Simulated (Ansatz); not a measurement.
# ClGe4H11O (built from SMILES Cl.[OH][Ge]([GeH3])([GeH3])[GeH3]): search for a transition state

Is there a first-order saddle for this four-centre ligand exchange, which should form Ge1–Cl7, Ge2–H6 and break Ge1–Ge2, H6–Cl7, and which two structures does it connect?

The runs use Ansatz 0.2.0, Gaussian basis; PBE0-D4, def2-SVP first, then def2-TZVP.

152 further runs of the same task are left out: 152 set aside as unsound or not needed. Runs told in other sessions of the task aren't counted.

## (1) The system as given

The guess: 17 atoms, charge 0, spin multiplicity 1.

Atoms are counted from 1 here; the program's logs count them from 0.

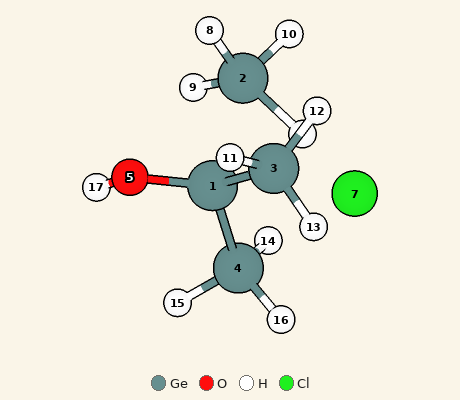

As it starts; germanium teal, oxygen red, hydrogen white, chlorine green; atoms are numbered from 1 in the order of the file.

Coordinates:

```xyz
17
ClGe4H11O
Ge   -0.42050   -0.38210   -0.55800
Ge    1.92730   -0.69360    0.80030
Ge    0.07780    1.53200   -1.96450
Ge   -1.96870   -0.32460    1.34080
O    -0.54160   -1.80020   -1.61190
H     0.97320    0.75450    1.00550
Cl   -0.08130    2.09410    1.11350
H     2.76270   -1.09960   -0.38920
H     1.60260   -2.03610    1.42180
H     3.01270   -0.23150    1.74280
H     0.11540    1.15410   -3.43030
H     1.40790    2.14000   -1.62960
H    -0.99170    2.57730   -1.82230
H    -1.26520   -0.33160    2.66320
H    -2.87310   -1.55460    1.34140
H    -2.89390    0.85150    1.27010
H    -0.84360   -2.64950   -1.29340
```

Distances that are to change: Ge1–Cl7 3.01 Å, Ge2–H6 1.75 Å, Ge1–Ge2 2.73 Å, H6–Cl7 1.71 Å.

## (2) Relaxing the guess with the reacting distances held

hold/in.yaml

```yaml
crystal:
  periodic: [false, false, false]
  atoms:
    - {symbol: Ge, position_ang: [-0.420500, -0.382100, -0.558000]}
    - {symbol: Ge, position_ang: [1.927300, -0.693600, 0.800300]}
    - {symbol: Ge, position_ang: [0.077800, 1.532000, -1.964500]}
    - {symbol: Ge, position_ang: [-1.968700, -0.324600, 1.340800]}
    - {symbol: O, position_ang: [-0.541600, -1.800200, -1.611900]}
    - {symbol: H, position_ang: [0.973200, 0.754500, 1.005500]}
    - {symbol: Cl, position_ang: [-0.081300, 2.094100, 1.113500]}
    - {symbol: H, position_ang: [2.762700, -1.099600, -0.389200]}
    - {symbol: H, position_ang: [1.602600, -2.036100, 1.421800]}
    - {symbol: H, position_ang: [3.012700, -0.231500, 1.742800]}
    - {symbol: H, position_ang: [0.115400, 1.154100, -3.430300]}
    - {symbol: H, position_ang: [1.407900, 2.140000, -1.629600]}
    - {symbol: H, position_ang: [-0.991700, 2.577300, -1.822300]}
    - {symbol: H, position_ang: [-1.265200, -0.331600, 2.663200]}
    - {symbol: H, position_ang: [-2.873100, -1.554600, 1.341400]}
    - {symbol: H, position_ang: [-2.893900, 0.851500, 1.270100]}
    - {symbol: H, position_ang: [-0.843600, -2.649500, -1.293400]}
basis:
  gaussian: {orbitals: def2-SVP}
hamiltonian: {xc: pbe0, dispersion: d4}
relax: {f_tol: 0.04, max_steps: 150, escape_saddle: false, constraints: [{distance: [0, 6]}, {distance: [1, 5]}, {distance: [0, 1]}, {distance: [5, 6]}]}
```

Launch:

```sh
> ansatz run in.yaml --threads 4 --pin off --events-out ev --progress --plain --max-ram 66560MiB --backend cuda --devices 0, --max-vram 37GiB
```

Log, shortened:

```text
Functional definition: PBE0
  name "PBE0"
  cite "Adamo & Barone, J. Chem. Phys. 110, 6158 (1999) doi:10.1063/1.478522"
  cite "Perdew, Burke & Ernzerhof, Phys. Rev. Lett. 77, 3865 (1996) doi:10.1103/PhysRevLett.77.3865"
  parent pbe
[...]
2276 factors; integrals over basis functions are off by at most 3.4e-4 eV
[...]
mean field -240752.32346910 eV, -8847.4846997035 hartree, gradient 6.1e-5 eV, S^2 0.000000; 0 other end points of the search recorded, 0 dependent functions left out
[...]
reference -240752.32350807 eV, -8847.4847011358 hartree; 82, 82 occupied and 133, 133 virtual orbitals, 2276 factors
relax step   1: F+E_penalty+E_count = -240752.82092634 eV  Δ(F+E_penalty+E_count) = +0.000e0 eV  max|allowed force component| = 7.452e-1 eV/Å  Δτ_max = 0.0000 Å  (29 SCF iters, accepted)
[...]
relax step   3: F+E_penalty+E_count = -240753.33156823 eV  Δ(F+E_penalty+E_count) = -6.563e-2 eV  max|allowed force component| = 9.575e-1 eV/Å  Δτ_max = 0.1945 Å  (31 SCF iters, accepted)
[...]
relax step   5: F+E_penalty+E_count = -240753.33008884 eV  Δ(F+E_penalty+E_count) = +6.957e-3 eV  max|allowed force component| = 6.183e-1 eV/Å  Δτ_max = 0.1999 Å  (31 SCF iters, rejected (line search))
[...]
relax step   7: F+E_penalty+E_count = -240753.38508399 eV  Δ(F+E_penalty+E_count) = -8.133e-3 eV  max|allowed force component| = 4.865e-2 eV/Å  Δτ_max = 0.1000 Å  (30 SCF iters, accepted)
[...]
Atom 1 at     1.985373    -0.809092     0.750441 Å, force     0.128572    -0.485644    -0.194317 eV/Å
Atom 2 at     0.005421     1.580903    -2.008856 Å, force     0.001948     0.021791    -0.017066 eV/Å
Atom 3 at    -2.081496    -0.310062     1.286245 Å, force    -0.027897    -0.002119     0.015539 eV/Å
Atom 4 at    -0.253763    -1.782040    -1.377048 Å, force    -0.024711    -0.028077     0.023135 eV/Å
Atom 5 at     0.904810     0.559220     0.847986 Å, force    -0.639749     1.026281     0.185749 eV/Å
Atom 6 at     0.275255     2.069630     1.338376 Å, force     0.187155    -0.511005    -0.183823 eV/Å
Atom 7 at     2.787093    -1.047450    -0.537018 Å, force     0.003243     0.009643    -0.006461 eV/Å
Atom 8 at     1.527243    -2.151062     1.349918 Å, force     0.001831    -0.007640     0.004914 eV/Å
Atom 9 at     2.845195    -0.057662     1.779879 Å, force    -0.002909    -0.000534     0.004784 eV/Å
Atom 10 at    -0.185424     1.037766    -3.440136 Å, force    -0.000270     0.004453     0.018321 eV/Å
Atom 11 at     1.447928     2.065641    -1.818419 Å, force    -0.018097    -0.006875    -0.004710 eV/Å
Atom 12 at    -1.011786     2.689920    -1.715107 Å, force     0.014021    -0.017496    -0.003168 eV/Å
Atom 13 at    -1.392996    -0.508777     2.642241 Å, force    -0.004236     0.000866    -0.015382 eV/Å
Atom 14 at    -2.995207    -1.527400     1.000171 Å, force     0.012550     0.016877     0.003304 eV/Å
Atom 15 at    -2.905491     0.981115     1.239544 Å, force     0.010022    -0.014027    -0.002660 eV/Å
Atom 16 at    -0.558524    -2.547947    -0.874534 Å, force     0.015513     0.019888    -0.025438 eV/Å
Dipole moment:    -0.138361    -0.587495    -0.159405 e Å
```

Wall time 24 s (1 × a share of an NVIDIA H100 with 4 threads of AMD EPYC 7R13, shared host).

Step by step: (the energy doesn't fall at every step)

```tsv
step	energy from step 1 (eV)	largest force component (eV/Å)
1	0.0000	0.7452
2	-0.4450	0.5517
3	-0.5106	0.9575
4	-0.5161	1.0486
5	-0.5092	0.6183
6	-0.5560	0.2722
7	-0.5642	0.0486
8	-0.5662	0.0644
9	-0.5670	0.0281
```

Distances of close pairs at the start and the end, largest changes first:

```tsv
bond	before (Å)	after (Å)	change (Å)
Ge4–H14	1.498	1.534	+0.036
Ge4–H16	1.498	1.532	+0.034
Ge3–H12	1.500	1.534	+0.033
Ge3–H13	1.502	1.533	+0.031
Ge3–H11	1.514	1.543	+0.029
Ge2–H10	1.510	1.537	+0.027
Ge2–H8	1.509	1.535	+0.026
Ge2–H9	1.515	1.540	+0.025
```

## (3) A starting Hessian

hessian/in.yaml

```yaml
crystal:
  periodic: [false, false, false]
  atoms:
    - {symbol: Ge, position_ang: [-0.393629, -0.242604, -0.463486]}
    - {symbol: Ge, position_ang: [1.985373, -0.809092, 0.750441]}
    - {symbol: Ge, position_ang: [0.005421, 1.580903, -2.008856]}
    - {symbol: Ge, position_ang: [-2.081496, -0.310062, 1.286245]}
    - {symbol: O, position_ang: [-0.253763, -1.782040, -1.377048]}
    - {symbol: H, position_ang: [0.904810, 0.559220, 0.847986]}
    - {symbol: Cl, position_ang: [0.275255, 2.069630, 1.338376]}
    - {symbol: H, position_ang: [2.787093, -1.047450, -0.537018]}
    - {symbol: H, position_ang: [1.527243, -2.151062, 1.349918]}
    - {symbol: H, position_ang: [2.845195, -0.057662, 1.779879]}
    - {symbol: H, position_ang: [-0.185424, 1.037766, -3.440136]}
    - {symbol: H, position_ang: [1.447928, 2.065641, -1.818419]}
    - {symbol: H, position_ang: [-1.011786, 2.689920, -1.715107]}
    - {symbol: H, position_ang: [-1.392996, -0.508777, 2.642241]}
    - {symbol: H, position_ang: [-2.995207, -1.527400, 1.000171]}
    - {symbol: H, position_ang: [-2.905491, 0.981115, 1.239544]}
    - {symbol: H, position_ang: [-0.558524, -2.547947, -0.874534]}
basis:
  gaussian: {orbitals: def2-SVP}
hamiltonian: {xc: pbe0, dispersion: d4}
phonons: {}
scf: {lower_state_search: off}
```

Launch:

```sh
> ansatz run in.yaml --threads 4 --pin off --events-out ev --progress --plain --max-ram 66560MiB --backend cuda --devices 0, --max-vram 37GiB
```

Log, shortened:

```text
[... 5 set-up lines as earlier in the session ...]
[...]
2281 factors; integrals over basis functions are off by at most 3.4e-4 eV
[...]
mean field -240752.89254981 eV, -8847.5056130339 hartree, gradient 8.9e-6 eV, S^2 0.000000; 0 other end points of the search recorded, 0 dependent functions left out
[...]
reference -240752.89258813 eV, -8847.5056144420 hartree; 82, 82 occupied and 133, 133 virtual orbitals, 2281 factors
[... from here to the last solve, the lines of the solves are left out (101 solves) ...]
2281 factors; integrals over basis functions are off by at most 3.4e-4 eV
mean field -240752.89256896 eV, -8847.5056137376 hartree, gradient 1.3e-6 eV, S^2 0.000000; 0 other end points of the search recorded, 0 dependent functions left out
[...]
WARN: phonons: modes at or below zero, which the zero-point energy, F, S and C_V leave out: 1, the lowest at -676.67 cm⁻¹. A minimum has none, and a first-order saddle one
[...]
Atom 8 at     1.527243    -2.151062     1.349918 Å, force     0.001748    -0.007620     0.004883 eV/Å
Atom 9 at     2.845195    -0.057662     1.779879 Å, force    -0.002906    -0.000498     0.004805 eV/Å
Atom 10 at    -0.185424     1.037766    -3.440136 Å, force    -0.000225     0.004441     0.018295 eV/Å
Atom 11 at     1.447928     2.065641    -1.818419 Å, force    -0.018067    -0.006905    -0.004691 eV/Å
Atom 12 at    -1.011786     2.689920    -1.715107 Å, force     0.014042    -0.017551    -0.003117 eV/Å
Atom 13 at    -1.392996    -0.508777     2.642241 Å, force    -0.004228     0.000792    -0.015404 eV/Å
Atom 14 at    -2.995207    -1.527400     1.000171 Å, force     0.012556     0.016887     0.003261 eV/Å
Atom 15 at    -2.905491     0.981115     1.239544 Å, force     0.010011    -0.014020    -0.002700 eV/Å
Atom 16 at    -0.558524    -2.547947    -0.874534 Å, force     0.015467     0.019893    -0.025492 eV/Å
Dipole moment:    -0.138360    -0.587498    -0.159400 e Å
[...]
Checks for a lower state left out: stability, starts, cluster_reference, orbital_swaps, neighbouring_geometries, increment
```

It took 2.2 min on 1 × a share of an NVIDIA H100 with 4 threads of AMD EPYC 7R13, shared host.

The structure is not stationary yet, so these wavenumbers are no spectrum; the search needs only the force constants.

## (4) Saddle search in the small basis

The search itself is an outer loop (partitioned rational-function steps, Bofill update of the Hessian). Each step is one single-point run with forces. It stops when the largest force is under 0.04 eV/Å and the followed curvature is negative. The first step's input:

presaddle/in.yaml

```yaml
crystal:
  periodic: [false, false, false]
  atoms:
    - {symbol: Ge, position_ang: [-0.393629, -0.242604, -0.463486]}
    - {symbol: Ge, position_ang: [1.985373, -0.809092, 0.750441]}
    - {symbol: Ge, position_ang: [0.005421, 1.580903, -2.008856]}
    - {symbol: Ge, position_ang: [-2.081496, -0.310062, 1.286245]}
    - {symbol: O, position_ang: [-0.253763, -1.782040, -1.377048]}
    - {symbol: H, position_ang: [0.904810, 0.559220, 0.847986]}
    - {symbol: Cl, position_ang: [0.275255, 2.069630, 1.338376]}
    - {symbol: H, position_ang: [2.787093, -1.047450, -0.537018]}
    - {symbol: H, position_ang: [1.527243, -2.151062, 1.349918]}
    - {symbol: H, position_ang: [2.845195, -0.057662, 1.779879]}
    - {symbol: H, position_ang: [-0.185424, 1.037766, -3.440136]}
    - {symbol: H, position_ang: [1.447928, 2.065641, -1.818419]}
    - {symbol: H, position_ang: [-1.011786, 2.689920, -1.715107]}
    - {symbol: H, position_ang: [-1.392996, -0.508777, 2.642241]}
    - {symbol: H, position_ang: [-2.995207, -1.527400, 1.000171]}
    - {symbol: H, position_ang: [-2.905491, 0.981115, 1.239544]}
    - {symbol: H, position_ang: [-0.558524, -2.547947, -0.874534]}
basis:
  gaussian: {orbitals: def2-SVP}
hamiltonian: {xc: pbe0, dispersion: d4}
output: {forces: true}
scf: {lower_state_search: off}
```

Launch:

```sh
> ansatz run in.yaml --threads 4 --pin off --events-out ev --progress --plain --max-ram 66560MiB --backend cpu
```

Step by step:

```tsv
step	energy (eV)	largest force (eV/Å)	followed curvature (eV/Å²)
1	-240753.38792	1.0265	-4.23
2	-240753.32803	0.2095	-4.17
3	-240753.33431	0.1317	-4.27
4	-240753.33880	0.0975	-4.16
5	-240753.33844	0.0752	-4.19
6	-240753.33890	0.0567	-4.24
7	-240753.33946	0.0110	-4.24
```

The 7 steps took 43 s in all (4 threads of AMD EPYC 7R13, shared host).

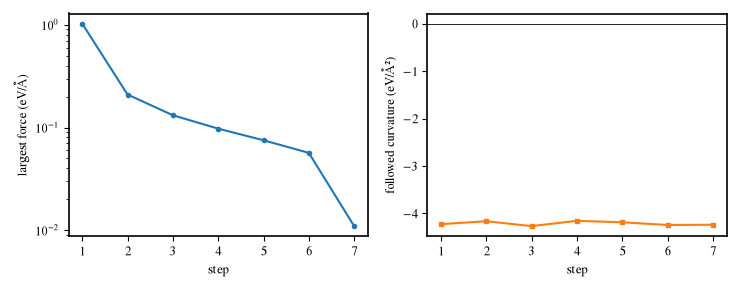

Largest force and followed curvature during the search.

## (5) Saddle search in triple zeta

A small driver takes partitioned rational-function steps: uphill along one mode, downhill along the rest. It calls the program once a step for energy and forces and updates the Hessian by Bofill's formula. It stops when the largest force is under 0.018 eV/Å and the followed curvature is negative. The first step's input:

saddle/in.yaml

```yaml
crystal:
  periodic: [false, false, false]
  atoms:
    - {symbol: Ge, position_ang: [-0.410210, -0.118074, -0.391598]}
    - {symbol: Ge, position_ang: [2.030193, -0.867225, 0.734559]}
    - {symbol: Ge, position_ang: [0.006807, 1.604438, -2.035788]}
    - {symbol: Ge, position_ang: [-2.129842, -0.303148, 1.309415]}
    - {symbol: O, position_ang: [-0.130934, -1.690994, -1.237791]}
    - {symbol: H, position_ang: [0.908905, 0.457168, 0.810677]}
    - {symbol: Cl, position_ang: [0.146630, 2.070454, 1.262206]}
    - {symbol: H, position_ang: [2.762127, -1.012887, -0.602198]}
    - {symbol: H, position_ang: [1.495376, -2.210980, 1.252191]}
    - {symbol: H, position_ang: [2.928860, -0.209073, 1.796040]}
    - {symbol: H, position_ang: [-0.181897, 1.006132, -3.444580]}
    - {symbol: H, position_ang: [1.452945, 2.078959, -1.855548]}
    - {symbol: H, position_ang: [-1.000128, 2.730873, -1.786448]}
    - {symbol: H, position_ang: [-1.445590, -0.502067, 2.666490]}
    - {symbol: H, position_ang: [-3.002028, -1.543249, 0.996576]}
    - {symbol: H, position_ang: [-2.984964, 0.965504, 1.267668]}
    - {symbol: H, position_ang: [-0.446252, -2.455731, -0.741671]}
basis:
  gaussian: {orbitals: def2-TZVP}
hamiltonian: {xc: pbe0, dispersion: d4}
output: {forces: true}
scf: {lower_state_search: off}
```

Launch:

```sh
> ansatz run in.yaml --threads 4 --pin off --events-out ev --progress --plain --max-ram 66560MiB --backend cuda --devices 0, --max-vram 37GiB
```

The driver's record:

```tsv
step	energy (eV)	largest force (eV/Å)	followed curvature (eV/Å²)
1	-240788.79110	0.1364	-4.24
2	-240788.79515	0.0427	-4.24
3	-240788.79536	0.0152	-4.24
```

The 3 steps took 26 s in all (4 threads of AMD EPYC 7R13, shared host).

The point found:

```xyz
17
charge 0, multiplicity 1
Ge   -0.3971   -0.1047   -0.3720
Ge    2.0503   -0.8676    0.7415
Ge    0.0074    1.6013   -2.0408
Ge   -2.1375   -0.3108    1.3076
O    -0.1510   -1.6718   -1.2349
H     0.9248    0.4549    0.8228
Cl    0.1894    2.0742    1.2971
H     2.7620   -1.0151   -0.6034
H     1.5071   -2.2046    1.2577
H     2.9503   -0.2036    1.7927
H    -0.1898    0.9784   -3.4347
H     1.4487    2.0865   -1.8721
H    -1.0019    2.7248   -1.7987
H    -1.4750   -0.4916    2.6748
H    -2.9788   -1.5631    0.9719
H    -3.0099    0.9431    1.2479
H    -0.4990   -2.4301   -0.7571
```

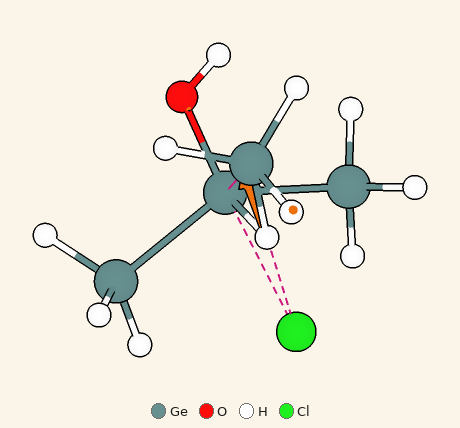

The point found; arrows show the followed mode. Pairs that react are joined by broken lines, hidden where the pair is close enough to be drawn as a bond.

## (6) Vibrations at the point found

vib/in.yaml

```yaml
crystal:
  periodic: [false, false, false]
  atoms:
    - {symbol: Ge, position_ang: [-0.397134, -0.104700, -0.371954]}
    - {symbol: Ge, position_ang: [2.050350, -0.867649, 0.741452]}
    - {symbol: Ge, position_ang: [0.007420, 1.601342, -2.040840]}
    - {symbol: Ge, position_ang: [-2.137456, -0.310808, 1.307611]}
    - {symbol: O, position_ang: [-0.150962, -1.671806, -1.234929]}
    - {symbol: H, position_ang: [0.924774, 0.454888, 0.822777]}
    - {symbol: Cl, position_ang: [0.189394, 2.074240, 1.297115]}
    - {symbol: H, position_ang: [2.761964, -1.015057, -0.603431]}
    - {symbol: H, position_ang: [1.507060, -2.204612, 1.257669]}
    - {symbol: H, position_ang: [2.950328, -0.203623, 1.792662]}
    - {symbol: H, position_ang: [-0.189800, 0.978383, -3.434671]}
    - {symbol: H, position_ang: [1.448704, 2.086479, -1.872094]}
    - {symbol: H, position_ang: [-1.001943, 2.724772, -1.798725]}
    - {symbol: H, position_ang: [-1.475025, -0.491629, 2.674818]}
    - {symbol: H, position_ang: [-2.978762, -1.563074, 0.971937]}
    - {symbol: H, position_ang: [-3.009913, 0.943091, 1.247927]}
    - {symbol: H, position_ang: [-0.499000, -2.430137, -0.757123]}
basis:
  gaussian: {orbitals: def2-TZVP}
hamiltonian: {xc: pbe0, dispersion: d4}
phonons: {temperatures: {t_min: 298.15, t_max: 900, t_step: 200}}
```

Launch:

```sh
> ansatz run in.yaml --threads 4 --pin off --events-out ev --progress --plain --max-ram 66560MiB --backend cuda --devices 0, --max-vram 37GiB
```

Log, shortened:

```text
[... 5 set-up lines as earlier in the session ...]
[...]
2507 factors; their error is unknown
[...]
mean field -240788.30158271 eV, -8848.8068709919 hartree, gradient 1.4e-5 eV, S^2 0.000000; 0 other end points of the search recorded, 0 dependent functions left out
[...]
reference -240788.30162651 eV, -8848.8068726013 hartree; 82, 82 occupied and 244, 244 virtual orbitals, 2507 factors
[... from here to the last solve, the lines of the solves are left out (101 solves) ...]
2507 factors; their error is unknown
mean field -240788.30156990 eV, -8848.8068705210 hartree, gradient 2.3e-6 eV, S^2 0.000000; 0 other end points of the search recorded, 0 dependent functions left out
[...]
WARN: phonons: modes at or below zero, which the zero-point energy, F, S and C_V leave out: 1, the lowest at -490.17 cm⁻¹. A minimum has none, and a first-order saddle one
[...]
Atom 6 at     0.189394     2.074240     1.297115 Å, force    -0.004385    -0.003586    -0.003272 eV/Å
Atom 7 at     2.761964    -1.015057    -0.603431 Å, force     0.000787     0.002374    -0.003664 eV/Å
Atom 8 at     1.507060    -2.204612     1.257669 Å, force    -0.003086    -0.006421     0.002599 eV/Å
Atom 9 at     2.950328    -0.203623     1.792662 Å, force    -0.002594    -0.001322    -0.001642 eV/Å
Atom 10 at    -0.189800     0.978383    -3.434671 Å, force     0.001250     0.003696     0.007026 eV/Å
Atom 11 at     1.448704     2.086479    -1.872094 Å, force     0.000407    -0.001488     0.000736 eV/Å
Atom 12 at    -1.001943     2.724772    -1.798725 Å, force     0.000237    -0.001851     0.000169 eV/Å
Atom 13 at    -1.475025    -0.491629     2.674818 Å, force     0.001423    -0.001342    -0.002002 eV/Å
Atom 14 at    -2.978762    -1.563074     0.971937 Å, force     0.004134     0.005539     0.001976 eV/Å
Atom 15 at    -3.009913     0.943091     1.247927 Å, force     0.001511    -0.000002    -0.001210 eV/Å
Atom 16 at    -0.499000    -2.430137    -0.757123 Å, force     0.007400     0.007144    -0.011339 eV/Å
Dipole moment:    -0.075789    -0.722715    -0.203675 e Å
[...]
```

Run time: 5.6 min. Hardware: 1 × a share of an NVIDIA H100 with 4 threads of AMD EPYC 7R13, shared host; peak host memory 1.2 GiB.

The modes, with what each moves most:

```tsv
mode	wavenumber (cm⁻¹)	character
1	490i	changes Ge2–H6, H6–Cl7
2	37	torsion
3	50	bend with torsion
4	75	torsion with bend
5	86	not assigned (largely outside the bonds, angles and torsions drawn)
6	119	bend with torsion
7	135	torsion with bend
8	145	torsion
9	151	torsion
10	167	not assigned (largely outside the bonds, angles and torsions drawn)
11	181	torsion with bend
12	199	not assigned (largely outside the bonds, angles and torsions drawn)
13	224	not assigned (largely outside the bonds, angles and torsions drawn)
14	323	Ge–Ge stretch
15	339	torsion
16	378	torsion with bend
17	397	Ge–H stretch
18	463	bend with Ge–H stretch
19	471	bend
20	483	bend
21	493	bend
22	502	bend with torsion
23	654	Ge–O stretch
24	756	bend
25	763	bend
26	807	bend
27	809	bend
28	854	bend
29	857	bend with wag or twist
30	861	bend with wag or twist
31	870	bend with wag or twist
32	874	bend with wag or twist
33	875	bend
34	892	bend
35	1361	Ge–H stretch
36	2114	Ge–H stretch
37	2144	Ge–H stretch
38	2160	Ge–H stretch
39	2177	Ge–H stretch
40	2183	Ge–H stretch
41	2185	Ge–H stretch
42	2196	Ge–H stretch
43	2199	Ge–H stretch
44	2200	Ge–H stretch
45	3869	O–H stretch
```

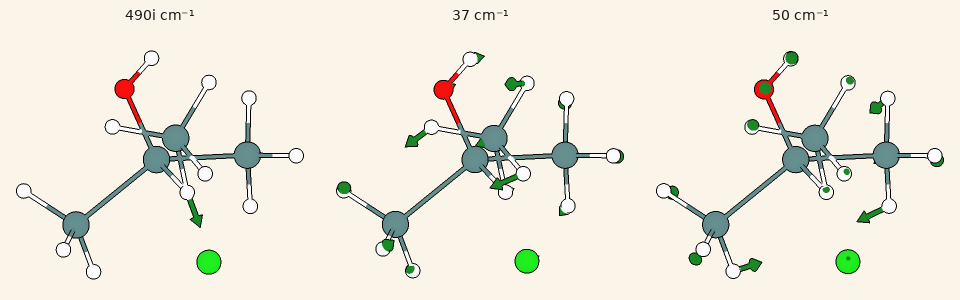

Displacements of 3 modes, as arrows.

Vibrational sums (real modes only):

```tsv
T (K)	entropy (J/mol/K)	heat capacity (J/mol/K)
298	203.9	180.9
498	311.1	236.1
698	396.5	270.1
898	467.6	293.7
```

Modes under 50 cm⁻¹ weigh heavily in the entropy, and the harmonic picture is poor for them.

[end of part 1 of 2]
